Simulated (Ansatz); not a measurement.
## Two runs on C₂HCl₂FSi

System: C₂HCl₂FSi.
Method of run A: RKS SPW92/def2-TZVPP (Ansatz 0.2.0).

The geometry comes from this level: PBE0-D4/def2-TZVP. Text and figures count atoms from 1; the logs count them from 0 in places.

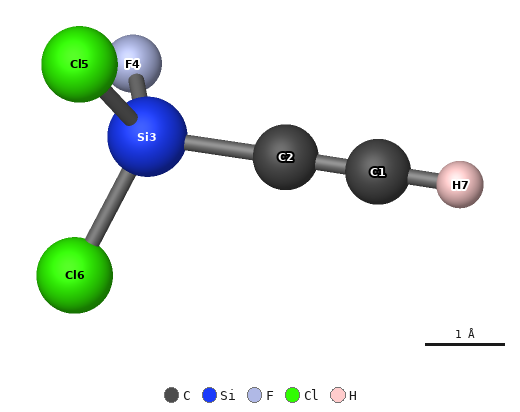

Figure 1. The structure as given in the input (ball-and-stick view, seen at a tilt; atoms are numbered from 1 in the order of the input). Bond lengths as drawn: Cl–Si 2.02 Å, C–C 1.20 Å, C–H 1.07 Å, C–Si 1.80 Å and F–Si 1.58 Å.

Input, run A:
```yaml
crystal:
  periodic: [false, false, false]
  atoms:
    - {symbol: C, position_ang: [1.582848, -0.428255, 1.175416]}
    - {symbol: C, position_ang: [0.632422, -0.216603, 0.466694]}
    - {symbol: Si, position_ang: [-0.781255, 0.123387, -0.590483]}
    - {symbol: F, position_ang: [-1.506713, -1.231411, -0.949216]}
    - {symbol: Cl, position_ang: [-0.182986, 0.990078, -2.313955]}
    - {symbol: Cl, position_ang: [-2.107340, 1.311737, 0.362803]}
    - {symbol: H, position_ang: [2.424322, -0.616933, 1.803042]}
basis:
  gaussian: {orbitals: def2-TZVPP}
hamiltonian: {xc: lda}
output: {orbitals: {seedname: orbitals}}
```

Hardware: 4 CPU threads, shared host.

Output (run A):
```
Functional definition: SPW92
  exchange = slater_x
  correlation = pw_c
1451 factors; their error is unknown
mean field evaluation 1: about -37578.7691 eV, gradient 6.3e1 eV
mean field evaluation 2: about -37561.6529 eV, gradient 1.1e2 eV
mean field evaluation 4: about -37586.9576 eV, gradient 1.7e1 eV
mean field evaluation 8: about -37587.5634 eV, gradient 6.5e-2 eV
mean field evaluation 16: about -37587.5269 eV, gradient 4.5e-5 eV
mean field -37587.52685994 eV, -1381.3161343620 hartree, gradient 4.5e-5 eV, S^2 0.000000; 0 other end points of the search recorded, 0 dependent functions left out
reference -37587.52689683 eV, -1381.3161357177 hartree; 35, 35 occupied and 198, 198 virtual orbitals, 1451 factors
Total energy: -37587.52689683 eV, -1381.3161357177 hartree
```

The input of run B differs as follows (lines with − go, lines with + come):
```diff
-hamiltonian: {xc: lda}
+hamiltonian: {xc: {name: r2SCAN0}, dispersion: d4}
```

Predict how the results change.

The total energies belong to different models, so their difference says nothing on which is more stable or more accurate. The HOMO goes from −7.90 to −9.18 eV. The LUMO goes from −2.17 to −0.84 eV.

Output (run B):
```
Functional definition: r2SCAN0
  parameter a = 0.25
  parameter k0 = 0.174
  parameter k1 = 0.065
  parameter a1 = 4.9479
  exchange = (1 - a)*r2scan_x(k0 = k0, k1 = k1, a1 = a1) + a*exact_x
  correlation = r2scan_c
1516 factors; their error is unknown
mean field evaluation 1: about -37725.7220 eV, gradient 5.0e1 eV
mean field evaluation 2: about -37725.0811 eV, gradient 5.4e1 eV
mean field evaluation 4: about -37730.6007 eV, gradient 2.6e0 eV
mean field evaluation 8: about -37730.7117 eV, gradient 3.2e-1 eV
mean field evaluation 16: about -37730.7118 eV, gradient 8.8e-6 eV
mean field -37730.71183059 eV, -1386.5780849791 hartree, gradient 9.2e-6 eV, S^2 0.000000; 0 other end points of the search recorded, 0 dependent functions left out
reference -37730.71183886 eV, -1386.5780852831 hartree; 35, 35 occupied and 198, 198 virtual orbitals, 1516 factors
Total energy: -37730.78205319 eV, -1386.5806656121 hartree
```

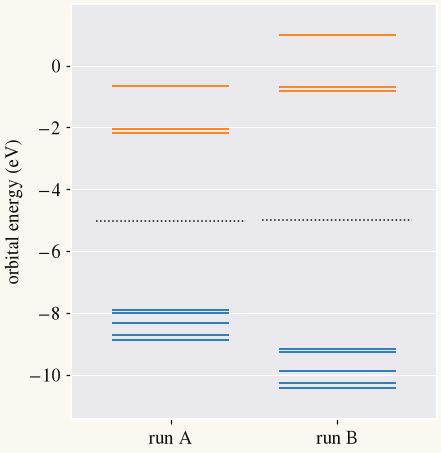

Figure 2. The five highest filled and three lowest empty orbital energies of the two runs; the dotted lines part filled from empty levels. The HOMO–LUMO gap is 5.73 eV in run A and 8.34 eV in run B.

The two runs side by side:

```csv
quantity,run A,run B
outcome,converged,converged
total energy (hartree),−1381.316136,−1386.580666
HOMO (eV),−7.90,−9.18
LUMO (eV),−2.17,−0.84
basis functions,233,233
wall time (shared host),0.7 s,2.4 s
```
